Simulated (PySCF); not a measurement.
```xyz
9

O    -1.3460    0.2204    1.8702
Al   -0.0441    0.5192    0.8330
O     1.1126    1.6808    1.2585
O     0.0576   -0.3617   -0.6067
Si    0.2792   -1.1508   -2.0324
H    -1.4637    0.6814    2.7020
H     1.8809    1.9158    0.7374
H     0.3888   -2.6301   -1.7984
H    -0.8658   -0.8755   -2.9640
```

Geometry: PBE0-D3(BJ)/def2-SVP.

Method: PySCF 2.14.0, density-fitted response routines, UKS B3LYP, pcH-1 on Al H O Si, non-relativistic, mean-field spin-orbit, GIAO.

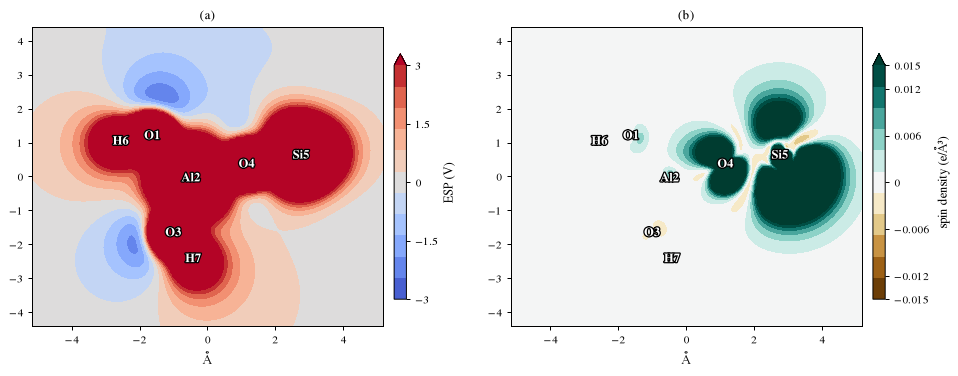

AlH4O3Si (doublet). (a) electrostatic potential; (b) spin density (α minus β) on the plane of atoms O3, Al2 and O4.

Question: What does the map show?

Answer:
- Atoms in the plane: O, Al, Si and H.
- The unpaired spin (1 electron) lies mostly on Si5 (about 0.8) and O4 (about 0.1), in electrons by Hirshfeld's partition.
- Outside the dense part of the molecule the potential is most negative (−2.3 V) near O1.
